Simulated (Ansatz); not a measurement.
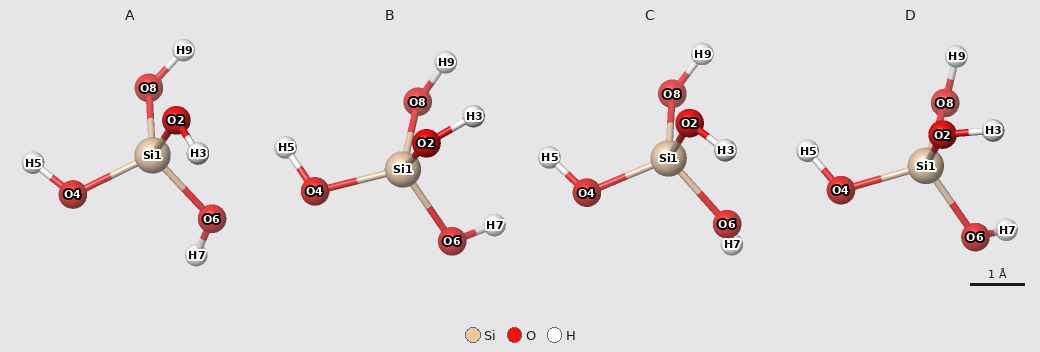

4 geometries from one relaxation of SiH4O4, in shuffled order. Style: ball-and-stick. Shown at a tilt.

The run prepares the start of a later molecular dynamics calculation, from a guessed geometry.

Theory: Ansatz, RKS PBE0-D4/def2-SVP. Settings: no spin polarisation; force threshold 0.02 eV/Å; at most 40 steps.

Put them in the order of the run, from the start to the converged end.

B, D, C, A. They are steps 0, 3, 6, 11, at +14.3 kcal/mol, +3.88 kcal/mol, +1.17 kcal/mol relative to the last. The atom that moves furthest after the best rigid fit is H3 (0.91 Å). By element the largest moves are H 0.91 Å, O 0.56 Å, Si 0.32 Å. Some distances before and after: O2–H3 1.010 → 0.962 Å, Si1–O2 1.680 → 1.648 Å. Among the angles between lasting bonds that change: O2–Si1–O4 109.4° → 116.2°, Si1–O6–H7 109.5° → 115.2°, Si1–O4–H5 109.5° → 115.1°. Groups turn about Si1–O2 by about 115°, Si1–O6 by about 105°, Si1–O8 by about 25°. After 10 accepted moves (11 points after the start) the energy has fallen by 14.3 kcal/mol. The largest force component goes from 2.1 to 0.0028 eV/Å. The line search rejected the trial step at point 9 of the run. The forces were under the threshold at step 8, but the run went on from there. Cost: 21 s on 2 threads of Arm Neoverse V2, with other jobs on the host, peak memory 0.19 GiB.
